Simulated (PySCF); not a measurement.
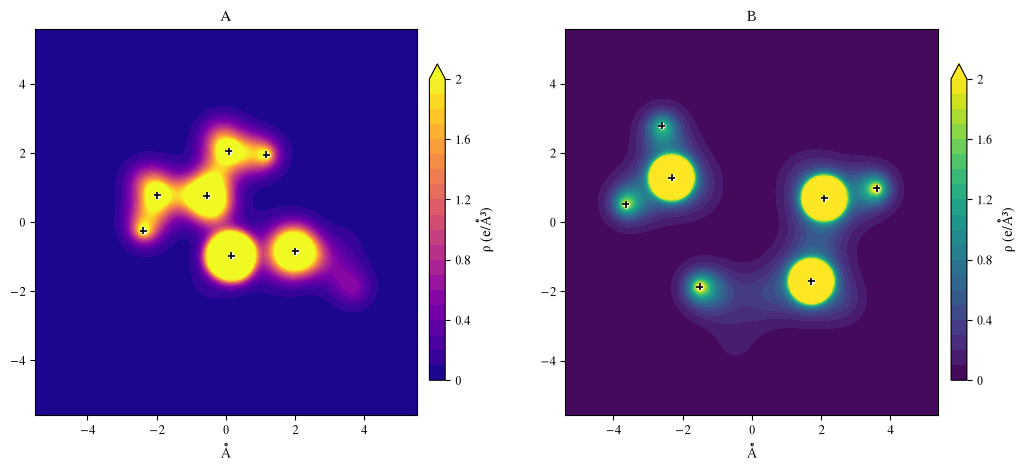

The electron density of 2 systems, each on a plane through atoms (crosses mark nuclei in the plane).

Computed with wB97X-D/def2-SVPD, SCF density, gas phase (PySCF 2.14.0).

System 1: C₇H₁₈N₄STi (Ti(NCS)(NMe2)3), the plane of atoms Ti1, N5 and C7. Geometry: PBE0-D3(BJ)/def2-SVP.

```yaml
atoms:
  - { symbol: Ti, position_ang: [0.0273, -0.0059, 0.4312] }
  - { symbol: N, position_ang: [0.1737, -0.0281, 2.4013] }
  - { symbol: C, position_ang: [0.2667, -0.0456, 3.5935] }
  - { symbol: S, position_ang: [0.3929, -0.0683, 5.1754] }
  - { symbol: N, position_ang: [1.7101, -0.0907, -0.3719] }
  - { symbol: C, position_ang: [2.6245, 0.8936, 0.1509] }
  - { symbol: C, position_ang: [2.2660, -0.9734, -1.3569] }
  - { symbol: H, position_ang: [3.4974, 0.4276, 0.6477] }
  - { symbol: H, position_ang: [2.1256, 1.5257, 0.9073] }
  - { symbol: H, position_ang: [3.0056, 1.5664, -0.6424] }
  - { symbol: H, position_ang: [1.5046, -1.6870, -1.7024] }
  - { symbol: H, position_ang: [2.6326, -0.4156, -2.2412] }
  - { symbol: H, position_ang: [3.1248, -1.5485, -0.9581] }
  - { symbol: N, position_ang: [-0.8050, 1.5536, -0.1672] }
  - { symbol: C, position_ang: [-2.0457, 1.8195, 0.5168] }
  - { symbol: C, position_ang: [-0.4208, 2.5422, -1.1331] }
  - { symbol: H, position_ang: [-2.0103, 2.7675, 1.0878] }
  - { symbol: H, position_ang: [-2.2712, 1.0170, 1.2418] }
  - { symbol: H, position_ang: [-2.9003, 1.8800, -0.1857] }
  - { symbol: H, position_ang: [0.5305, 2.2620, -1.6073] }
  - { symbol: H, position_ang: [-1.1805, 2.6439, -1.9330] }
  - { symbol: H, position_ang: [-0.2985, 3.5427, -0.6735] }
  - { symbol: N, position_ang: [-0.9754, -1.4539, -0.1873] }
  - { symbol: C, position_ang: [-0.5018, -2.7144, 0.3271] }
  - { symbol: C, position_ang: [-2.1437, -1.5375, -1.0149] }
  - { symbol: H, position_ang: [-1.2603, -3.2189, 0.9564] }
  - { symbol: H, position_ang: [0.3909, -2.5662, 0.9612] }
  - { symbol: H, position_ang: [-0.2168, -3.4118, -0.4851] }
  - { symbol: H, position_ang: [-2.4353, -0.5376, -1.3662] }
  - { symbol: H, position_ang: [-1.9659, -2.1708, -1.9066] }
  - { symbol: H, position_ang: [-3.0033, -1.9785, -0.4723] }
```

System 2: Ge₅H₁₄Si (n-GeGeGeGeGeSiH14), the plane of atoms Ge5, Ge4 and H14. Geometry: PBE0-D3(BJ)/def2-SVP.

```xyz
20

Ge    2.2451   -0.0574   -1.4460
Ge    1.7671   -1.3156    0.5694
Ge    1.0161    0.2361    2.2737
Ge   -0.7884    1.5816    1.3663
Ge   -2.4588    0.1697    0.3035
Si   -1.8826   -0.4752   -1.9169
H     1.1052    0.9446   -1.7137
H     2.3920   -0.9730   -2.6748
H     3.5485    0.7420   -1.2571
H     0.6431   -2.3361    0.2989
H     3.0217   -2.0886    1.0228
H     0.5086   -0.5226    3.5171
H     2.1874    1.1443    2.7025
H    -1.4550    2.3976    2.4939
H    -0.2216    2.5743    0.3311
H    -2.6683   -1.0921    1.1673
H    -3.8015    0.9299    0.2558
H    -0.6918   -1.3780   -1.9168
H    -1.5748    0.7360   -2.7361
H    -3.0299   -1.2034   -2.5414
```

### Which map belongs to which system?

Panel A is system 1, C₇H₁₈N₄STi: the plane holds Ti, N, C and H. Ti–N (1.87 Å): the density is about 0.99 e/Å³ at the midpoint. Panel B is system 2, Ge₅H₁₄Si: the plane holds Ge and H. Ge–Ge (2.43 Å): ρ is about 0.57 e/Å³ halfway.
